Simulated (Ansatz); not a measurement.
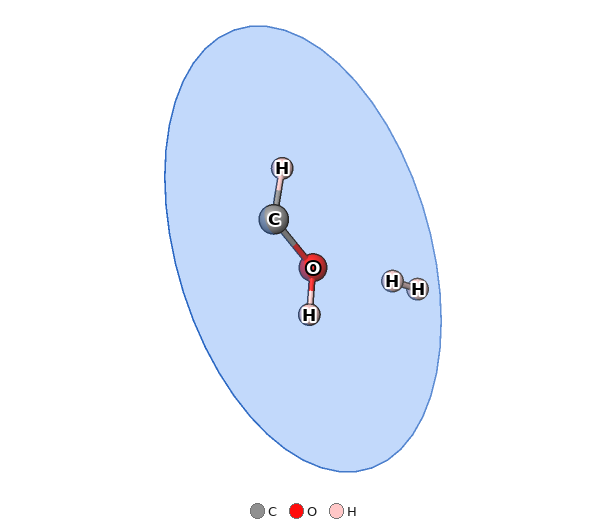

All proper rotation axes (lines) and mirror planes (discs) of the structure are drawn in. Atoms fade into the background with distance from the viewer. The computed structure is the end point of a PBE-D4/def2-SVP optimisation. No frequency run is at hand to confirm it as a minimum.

### Name the symmetry elements and the point group.

It has 1 mirror plane. Point group Cs. The group has 2 operations. The geometry is achiral, and symmetry allows a dipole moment.
